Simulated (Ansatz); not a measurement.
# One shape, several levels: [NO2]− (nitrite)

Wanted: a comparison of 6 runs (UHF/STO-3G, BLYP/STO-3G, SVWN5/STO-3G, UB3LYP/STO-3G, CCSD/STO-3G, UCCSD(T)/STO-3G) of [NO2]− (nitrite). 

The calculation is run with Ansatz 0.2.0.

13 further runs of the same task are left out: 11 that didn't finish, 2 set aside as unsound or not needed.

### Step 1. The molecule

[NO2]−: 3 atoms, total charge -1, spin state singlet. As SMILES, `O=N[O-]`. The O3–N2 distance was set to 1.557 Å, away from the relaxed value.

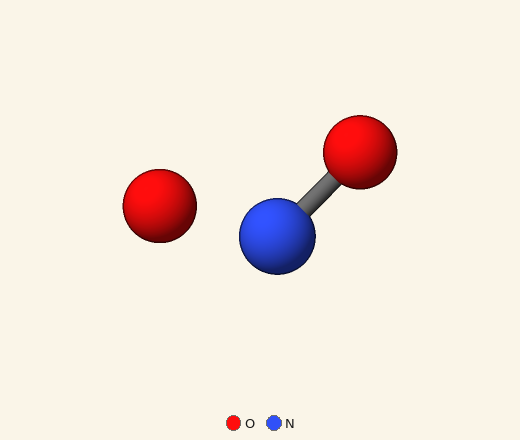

The structure, seen from a chosen angle (oxygen red, nitrogen blue).

### Step 2. A single-point energy at UHF/STO-3G (run 1)

in.yaml reads:

```yaml
crystal:
  periodic: [false, false, false]
  atoms:
    - {symbol: O, position_ang: [0.566397, 1.118101, 0.435503]}
    - {symbol: "N", position_ang: [0.569307, -0.119949, 0.299873]}
    - {symbol: O, position_ang: [-0.648590, -0.747260, -0.439610]}
basis:
  gaussian:
    orbitals: STO-3G
total_charge: -1
magnetization:
  spin_polarized: true
hamiltonian:
  xc: hf
accuracy: high
```

Launch:

```sh
$ ansatz run in.yaml --threads 1 --pin off --max-ram 3480MiB --events-out events.jsonl --progress --plain --runs-dir runs
```

The log of the run:

```text
Warning: RAYON_NUM_THREADS=1 ignored (pool sized by the plan → 1); use --threads N
Functional definition: HF
  name "HF"
  exchange = exact_x
  correlation = 0
251 factors; integrals over basis functions are off by at most 4.2e-8 eV
mean field evaluation 1: about -5465.3853 eV, gradient 2.9e1 eV
mean field evaluation 2: about -5465.5070 eV, gradient 2.9e1 eV
mean field evaluation 4: about -5472.0391 eV, gradient 5.7e0 eV
mean field evaluation 8: about -5472.6477 eV, gradient 1.6e-1 eV
mean field evaluation 16: about -5472.6366 eV, gradient 2.9e-8 eV
mean field evaluation 32: about -5474.1124 eV, gradient 6.9e-2 eV
mean field evaluation 64: about -5473.9601 eV, gradient 3.2e-1 eV
mean field evaluation 96: about -5472.8052 eV, gradient 1.0e0 eV
mean field evaluation 128: about -5472.5587 eV, gradient 1.1e0 eV
mean field evaluation 160: about -5472.6677 eV, gradient 2.4e-1 eV
mean field evaluation 192: about -5472.6366 eV, gradient 1.2e-4 eV
mean field -5474.10075070 eV, -201.1694921096 hartree, gradient 1.7e-8 eV, S^2 1.024038; 7 other end points of the search recorded, 0 dependent functions left out
reference -5474.10075070 eV, -201.1694921096 hartree; 12, 12 occupied and 3, 3 virtual orbitals, 251 factors
Total energy: -5474.10075070 eV, -201.1694921096 hartree
```

Run time: 0.35 s. Hardware: 1 thread of Arm Neoverse V1, shared host.

### Step 3. A single-point energy at BLYP/STO-3G (run 2)

molecule.yaml reads:

```yaml
crystal:
  periodic: [false, false, false]
  atoms:
    - {symbol: O, position_ang: [0.566397, 1.118101, 0.435503]}
    - {symbol: N, position_ang: [0.569307, -0.119949, 0.299873]}
    - {symbol: O, position_ang: [-0.648590, -0.747260, -0.439610]}
basis:
  gaussian:
    orbitals: STO-3G
total_charge: -1
hamiltonian:
  xc: {name: BLYP}
accuracy: high
```

Launch:

```sh
$ ansatz run molecule.yaml --threads 1 --pin off --max-ram 3480MiB --events-out events.jsonl --progress --plain --runs-dir runs
```

The log of the run:

```text
Warning: RAYON_NUM_THREADS=1 ignored (pool sized by the plan → 1); use --threads N
Functional definition: BLYP
  name "BLYP"
  parameter beta = 0.0042
  parameter a = 0.04918
  parameter b = 0.132
  parameter c = 0.2533
  parameter d = 0.349
  exchange = b88_x(beta = beta)
  correlation = lyp_c(a = a, b = b, c = c, d = d)
251 factors; integrals over basis functions are off by at most 4.2e-8 eV
mean field evaluation 1: about -5494.3579 eV, gradient 3.4e1 eV
mean field evaluation 2: about -5356.3472 eV, gradient 2.1e2 eV
mean field evaluation 4: about -5499.1687 eV, gradient 5.0e0 eV
mean field evaluation 8: about -5499.1687 eV, gradient 5.0e0 eV
mean field evaluation 16: about -5499.1810 eV, gradient 1.3e-7 eV
mean field evaluation 32: about -5492.6994 eV, gradient 6.9e0 eV
mean field -5499.18100296 eV, -202.0911743801 hartree, gradient 5.9e-9 eV, S^2 0.000000; 3 other end points of the search recorded, 0 dependent functions left out
reference -5499.18102534 eV, -202.0911752026 hartree; 12, 12 occupied and 3, 3 virtual orbitals, 251 factors
Total energy: -5499.18102534 eV, -202.0911752026 hartree
```

It took 1.3 s on 1 thread of Arm Neoverse V1, shared host.

Runs 3 to 5 aren't shown in full; the table further down has their settings and results.

### Step 4. The energy at UCCSD(T)/STO-3G (run 6)

run.yaml reads:

```yaml
crystal:
  periodic: [false, false, false]
  atoms:
    - {symbol: O, position_ang: [0.566397, 1.118101, 0.435503]}
    - {symbol: N, position_ang: [0.569307, -0.119949, 0.299873]}
    - {symbol: O, position_ang: [-0.648590, -0.747260, -0.439610]}
basis:
  gaussian: {orbitals: STO-3G}
total_charge: -1
magnetization: {spin_polarized: true}
correlation: {method: ccsd_t, frozen_orbitals: {"N": 1, O: 1}}
accuracy: high
scf: {omitted_lower_state_checks: [cluster_reference, increment]}
```

Launch:

```sh
$ ansatz run run.yaml --threads 1 --pin off --max-ram 3480MiB --events-out events.jsonl --progress --plain --runs-dir runs
```

The log of the run:

```text
Warning: RAYON_NUM_THREADS=1 ignored (pool sized by the plan → 1); use --threads N
[... 18 lines left out ...]
3 core orbitals not correlated: weight in the atoms' cores, before any rotation towards them, 1.000 or more for the frozen orbitals, at most 0.000 for the correlated occupied ones
[... 43 lines left out ...]
Total energy: -5478.38203678 eV, -201.3268264711 hartree
Checks for a lower state left out: cluster_reference, increment
```

Wall time 0.83 s (1 thread of Arm Neoverse V1, shared host).

### Step 5. Overview of the runs

```
run            level  frozen core orbitals  energy (Eh)  wall time
  1       UHF/STO-3G                     –  -201.169492     0.35 s
  2      BLYP/STO-3G                     –  -202.091175      1.3 s
  3     SVWN5/STO-3G                     –  -200.619888     0.73 s
  4    UB3LYP/STO-3G                     –  -202.122609      2.2 s
  5      CCSD/STO-3G                     3  -201.310530     0.57 s
  6  UCCSD(T)/STO-3G                     3  -201.326826     0.83 s
```

### Step 6. Results

| quantity | value |
| --- | --- |
| run 6: total energy | -201.32683 Eh |
| run 6: correlation energy (3 core orbitals frozen) | -157.3 mEh |
| run 6: (T) correction | -11.21 mEh |
| run 6: ⟨S²⟩ of the reference determinant | 1.024 |
| run 6: T1 diagnostic | 0.093 |

Below the UHF energy at the same shape and in the same basis (STO-3G): CCSD -141.0 mEh; UCCSD(T) -157.3 mEh. Some of these start from another determinant than that one, so these aren't their correlation energies. Totals of different functionals can't be ranked against each other. In run 5 the T1 diagnostic is large, so a single reference may not serve. In run 5 the log says that unrestricted orbitals would lower the reference, so the values rest on an unstable closed-shell determinant (other closed-shell runs at this shape may share the fault). In runs 1, 2, 3, 4, 5, 6 the basis is minimal, so the values are rough. Spin contamination of the reference: run 1 ⟨S²⟩ = 1.02, run 6 ⟨S²⟩ = 1.02, run 4 ⟨S²⟩ = 0.22. Where it is this large, the reference is a mixture of spin states, and values that rest on it are in doubt. All runs together took 5.9 s, the longest 2.2 s.
